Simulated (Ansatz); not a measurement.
The figure comes from a scan of TiN (rock salt): the crystal slips on the {100} plane by x·a + y·b in the surface cell, no atom relaxing, γ being the energy change per area. All values below come from PBE (plane waves to 420 eV, PAW, scalar-relativistic; Ansatz, a first-principles code). k mesh 13×13×13 (Γ-centred), Fermi-Dirac smearing 0.05 eV. E is the zero-smearing estimate. Points where atoms come too close for the PAW data are left out (x in tables, blank in figures). With partly filled bands, the k mesh leaves noise in γ, roughly 0.02 J/m² as judged from a few cases. Faults lie only 6.4 Å apart, and holding the cell height and the atoms raises γ above its relaxed value. TiN is run without spin polarisation. TiN was relaxed with its symmetry unable to fall. The zero of γ is zero shift.

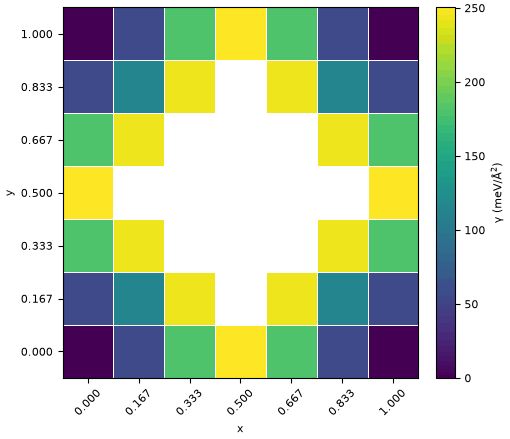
Fig. 1. γ (meV/Å²), one tile a computed point (the last row and column repeat the first).

Task: Read the plotted values off the figure, to the accuracy that the plot allows.

Result: To the nearest 50:

γ (meV/Å²), with x across and y down:

| y \ x | 0.000 | 0.167 | 0.333 | 0.500 | 0.667 | 0.833 |
|---|---|---|---|---|---|---|
| 0.000 | 0 | 50 | 200 | 250 | 200 | 50 |
| 0.167 | 50 | 100 | 250 | x | 250 | 100 |
| 0.333 | 200 | 250 | x | x | x | 250 |
| 0.500 | 250 | x | x | x | x | x |
| 0.667 | 200 | 250 | x | x | x | 250 |
| 0.833 | 50 | 100 | 250 | x | 250 | 100 |

(The slope of γ gives the shear force per area between the displaced halves; near zero shift its curvature is an elastic stiffness.)
